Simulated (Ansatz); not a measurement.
# NH3O (triplet): wave-function methods side by side at distance N1–H4 along a hydrogen transfer = 1.333 Å, cc-pVDZ

Aim: climb from Hartree-Fock through coupled cluster and multireference methods for NH3O (triplet) at one geometry and basis, and see what each rung misses.

Program: Ansatz 0.2.0, Gaussian basis. Level of theory: cc-pVDZ, core rule «outside noble gas», up to 2 orbitals frozen. These are calculated values, not measurements.

To be run: UHF; CCSD(T) on ROHF; CCSD(T) on UHF; BCCD(T) on ROHF; CISD; CCSDT(Q) on ROHF; CCSDT(Q) on UHF; CASSCF and MRCISD+Q, 4 electrons in 4 orbitals; CASSCF and NEVPT2, 4 electrons in 4 orbitals; CASSCF and NEVPT2, 14 electrons in 11 orbitals.

2 further runs of the same task are left out: 2 that didn't finish.

## (1) What is computed

The geometry derives from fragments relaxed apart (PBE0/def2-TZVP) and kept rigid, so it is no stationary point. A hydrogen atom is moved between rigid fragments.

5 atoms, charge 0, spin multiplicity 3.

Atoms are counted from 1 here; the program's logs count them from 0.

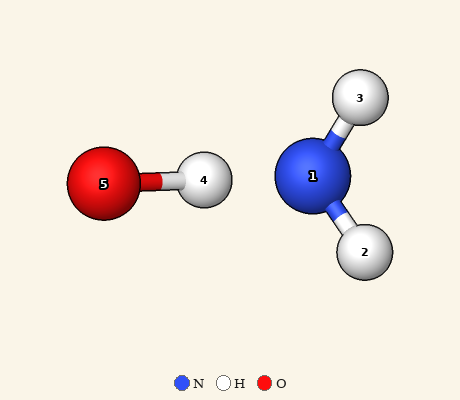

The geometry (nitrogen blue, hydrogen white, oxygen red); atoms are numbered from 1 in the order of the file.

Geometry (Å):

```
N    -1.26403   -0.01726   -0.02686
H    -1.56131    0.95057   -0.02686
H    -1.56131   -0.41956    0.85340
H     0.06897   -0.01726   -0.02686
O     1.29897   -0.01726   -0.02686
```

## (2) UHF

The input, in.yaml:

```yaml
crystal:
  periodic: [false, false, false]
  atoms:
    - {symbol: N, position_ang: [-1.264029, -0.017258, -0.026862]}
    - {symbol: H, position_ang: [-1.561308, 0.950575, -0.026861]}
    - {symbol: H, position_ang: [-1.561308, -0.419557, 0.853398]}
    - {symbol: H, position_ang: [0.068971, -0.017258, -0.026862]}
    - {symbol: O, position_ang: [1.298971, -0.017257, -0.026862]}
basis:
  gaussian: {orbitals: cc-pVDZ}
magnetization: {spin_polarized: true, initial_magnetization: 2}
hamiltonian: {xc: hf}
output: {orbitals: {seedname: orbitals}}
```

On the command line:

```bash
$ ansatz run in.yaml --threads 1 --pin off --events-out ev --progress --plain --max-ram 2393MiB
```

Further steps of the session: CCSD(T) on ROHF; CCSD(T) on UHF; BCCD(T) on ROHF; CISD; CCSDT(Q) on ROHF; CCSDT(Q) on UHF; CASSCF and MRCISD+Q, 4 electrons in 4 orbitals; CASSCF and NEVPT2, 4 electrons in 4 orbitals; CASSCF and NEVPT2, 14 electrons in 11 orbitals.

**Question.** What will the summary of the whole plan be? Wanted: UCCSDT(Q) below the RHF energy; RMP2 from UCCSDT(Q); UMP2 from UCCSDT(Q); RCCSD from UCCSDT(Q); RCCSD(T) from UCCSDT(Q); UCCSD(T) from UCCSDT(Q); RCCSDT(Q) from UCCSDT(Q); NEVPT2 pair from UCCSDT(Q); MRCISD+Q pair from UCCSDT(Q).

**Answer**, as computed:

```
                         quantity                      value
   UCCSDT(Q) below the RHF energy                -10.0404 eV
              RMP2 from UCCSDT(Q)                +1281.4 meV
              UMP2 from UCCSDT(Q)                +1202.0 meV
             RCCSD from UCCSDT(Q)                 +256.2 meV
          RCCSD(T) from UCCSDT(Q)                  +54.1 meV
          UCCSD(T) from UCCSDT(Q)                  +44.2 meV
         RCCSDT(Q) from UCCSDT(Q)                   +2.2 meV
       NEVPT2 pair from UCCSDT(Q)                +1017.4 meV
     MRCISD+Q pair from UCCSDT(Q)                 +130.1 meV
    NEVPT2 valence from UCCSDT(Q)                +1263.1 meV
levels within 1 kcal/mol (43 meV)  RCCSDT, UCCSDT, RCCSDT(Q)
                    T1 diagnostic                      0.064
   effectively unpaired electrons                       2.03
```

**Reading.** RCCSD(T) lands +54.1 meV from the yardstick (0.5 % of the correlation energy). The occupations are near whole numbers, but T1 = 0.064 shows that the orbitals relax strongly. Of the multireference levels listed MRCISD+Q pair comes nearest in total energy (+130.1 meV), which doesn't show that its space is the better one. These misses are within one basis, not against nature; the frozen cores of restricted and unrestricted runs differ, which can shift their rows.
